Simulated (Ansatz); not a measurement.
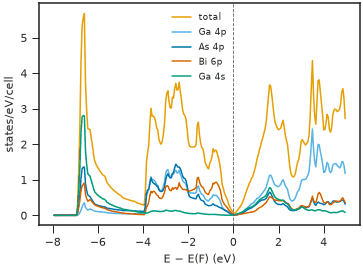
Figure: Total and projected density of states of Ga₂BiAs in space group P-4m2 (No. 115; Ga on 2g, Bi on 1a, As on 1c), plane-wave PAW PBEsol (Ansatz code)

Question: Which orbitals carry the states next to the Fermi level?

Answer: Within 0.5 eV of the Fermi level: Bi 6p 36 %, Ga 4p 25 %, As 4p 21 %, Ga 4s 10 %. Projections are on Löwdin-orthogonalised atomic valence shells; empty p or d shells of many metals are not among them.

Question: Where is the tallest occupied peak in this window, and what makes it?

Answer: Near -6.6 eV, about 5.7 states/eV per cell; the largest projected share is Ga 4s.

The first step of the workflow began from a Materials Project structure, measured or hypothetical; the Crystallography Open Database copy checked does not list it. Its standing as an ambient phase is unchecked. The PBEsol relaxation kept the symmetry of its start; of distortions, only those at the zone centre were tested. A small band overlap can be real or an error of a semilocal functional. Spin–orbit coupling is left out wherever it is not named.

Potentials: the later of the program's two PAW sets.
